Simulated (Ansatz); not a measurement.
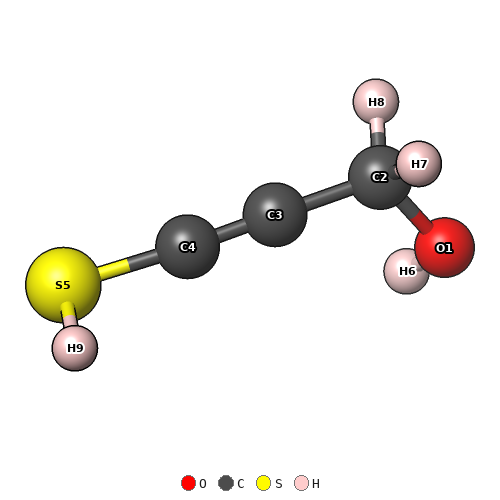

The system is C₃H₄OS, SMILES OCC#CS; the picture shows the reference structure. First axis: angle C2–C3–C4 (carried through 180). Second axis: change of the bonds C3–C2, C3–C4, all alike. Nothing is relaxed (all other coordinates rigid). The scan uses a 9 × 9 grid. Points are written as (first, second). Energies are in kJ/mol, from the lowest grid point. Method: RKS PBE0-D4/def2-TZVP (Ansatz).

Its coordinates:

| atom | x (Å) | y (Å) | z (Å) |
| --- | --- | --- | --- |
| O | -0.7280 | -2.0017 | -0.1948 |
| C | 0.4452 | -1.2193 | -0.2686 |
| C | 0.2313 | 0.1996 | -0.0405 |
| C | 0.0271 | 1.3770 | 0.1335 |
| S | -0.2506 | 3.0256 | 0.2420 |
| H | -1.4043 | -1.5725 | -0.7259 |
| H | 1.1241 | -1.6165 | 0.4909 |
| H | 0.9468 | -1.3422 | -1.2394 |
| H | -0.3031 | 3.1035 | 1.5854 |

Range: angle C2–C3–C4 (carried through 180) from 140 to 220°; change of the bonds C3–C2, C3–C4, all alike from −0.146 to 0.226 Å.

Predict the map.

The lowest grid point is at (180°, −0.007 Å). It is the only kind of minimum in the scanned range. The highest grid point, (220°, −0.146 Å), lies 263 kJ/mol above the lowest. Round the minimum the two coordinates are nearly uncoupled.

```csv
"second ↓, first →",140,150,160,170,180,190,200,210,220
0.226,218,220,222,223,223,222,220,217,216
0.180,156,154,154,154,153,153,152,153,155
0.133,101,96,93,92,91,91,93,96,102
0.086,59,51,45,42,41,42,46,52,62
0.040,35,23,15,11,9,11,17,26,40
−0.007,33,18,7,2,0,3,10,23,41
−0.053,61,42,29,22,20,24,34,49,72
−0.100,130,107,91,82,80,85,97,116,143
−0.146,247,220,201,191,189,194,208,231,263
```

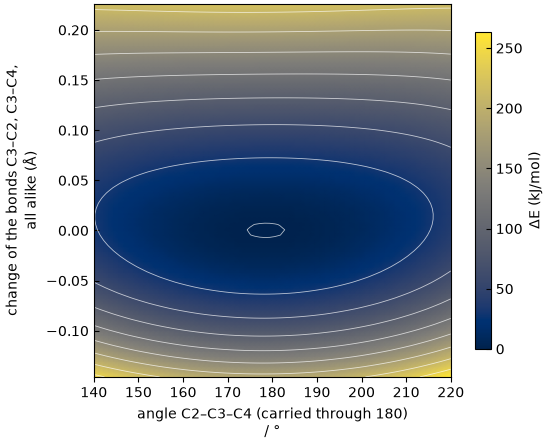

In the figure: a smooth colour map with a few white contour lines. Between grid points the surface is interpolated.

Time for the 81 points that were run: 10 min on 1 thread of Arm Neoverse V2, on a shared host.
